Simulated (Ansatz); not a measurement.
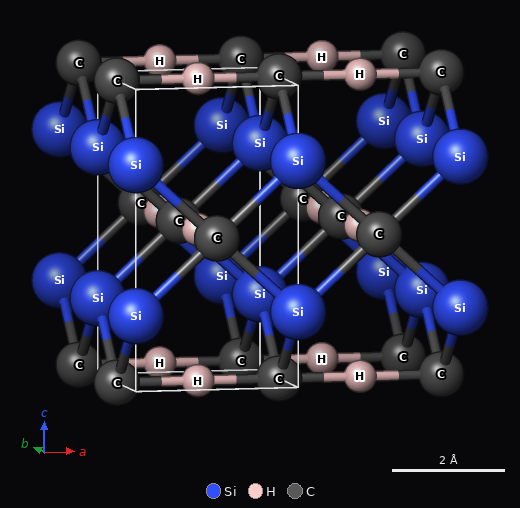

Crystalline SiHC (a generated structure, set up in P4_2/mmc), before the relaxation. A ball-and-stick model of the cell of the calculation, repeated 2 × 2 × 1 with one cell outlined, seen slightly off an axis.

Method: Ansatz 0.2.0, DFT PBE, scalar-relativistic, plane waves, PAW.

Input file:
```yaml
crystal:
  lattice:
    - [2.9902825451, 0.0, 0.0]
    - [0.0, 2.9902825451, 0.0]
    - [0.0, 0.0, 5.4515986278]
  atoms:
    - { symbol: Si, position: [0.0, 0.0, 0.75] }
    - { symbol: Si, position: [0.0, 0.0, 0.25] }
    - { symbol: H, position: [0.5, 0.5, 0.0] }
    - { symbol: H, position: [0.5, 0.5, 0.5] }
    - { symbol: C, position: [0.5, 0.0, 0.5] }
    - { symbol: C, position: [0.0, 0.5, 0.0] }
basis:
  ecutwfc: 420
kpoints:
  mp_grid: { grid: [12, 12, 8] }
hamiltonian:
  xc: pbe
scf:
  occupations: { method: gaussian, width: 0.1 }
output:
  forces: true
  stress: true
  eigenvalues: true
relax:
  adjacent_minimum: "off"
  f_tol: 0.01
  max_steps: 80
  cell: { stress_tol: 0.05 }
```

Command:
```bash
ansatz run input.yaml --threads 1 --pin off --max-ram 2560MiB --backend cpu --events-out ev --progress --plain --runs-dir out
```

Where does the relaxation end?

Answer. The atoms keep their places relative to the cell (all moves are under 0.005 Å). The volume changes by +0.2 %, with a = b 2.990 → 2.972 Å (−0.6 %), c 5.452 → 5.531 Å (+1.5 %). Among the contacts that change: H3–C6 1.495 → 1.486 Å, Si1–C5 2.023 → 2.030 Å. The space group stays P4_2/mmc (No. 131). Over 4 accepted moves (6 points after the start) the energy falls by 1.3 meV per atom. All forces vanish by symmetry, so only the cell relaxes. Pressure: 0.35 GPa at the start and −0.01 GPa at the end. At 2 points the geometry stayed and the basis and grid were re-selected for the new cell (energy shift of less than 0.05 meV per atom at most each time). The run took 55 s on 1 thread of Intel(R) Xeon(R) Processor @ 2.70GHz, on a shared host, peak memory 0.41 GiB.

History of the run:

| step | E − E(0), meV/atom | pressure, GPa | volume, Å³/atom | note |
| --- | --- | --- | --- | --- |
| 0 | 0.00 | 0.35 | 8.125 |  |
| 1 | -1.09 | 0.49 | 8.113 |  |
| 2 | -1.28 | 0.04 | 8.137 |  |
| 3 | -1.28 | 0.00 | 8.140 |  |
| 4 | -1.30 | 0.00 | 8.140 | same geometry, new basis |
| 5 | -1.30 | -0.01 | 8.140 |  |
| 6 | -1.30 | -0.01 | 8.140 | same geometry, new basis |

The structure at the end:

```xyz
6
Lattice="2.9716 0.0000 0.0000 0.0000 2.9716 0.0000 0.0000 0.0000 5.5307" Properties=species:S:1:pos:R:3 pbc="T T T"
Si    2.9716    2.9716    4.1480
Si    2.9716    2.9716    1.3827
H     1.4858    1.4858    5.5307
H     1.4858    1.4858    2.7654
C     1.4858    2.9716    2.7654
C     2.9716    1.4858    5.5307
```

After the run, drawn alike:

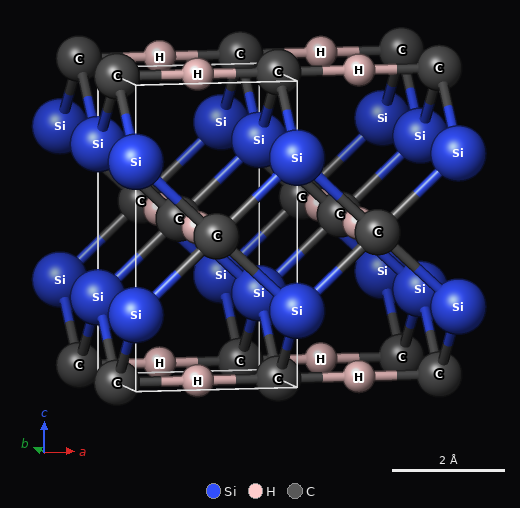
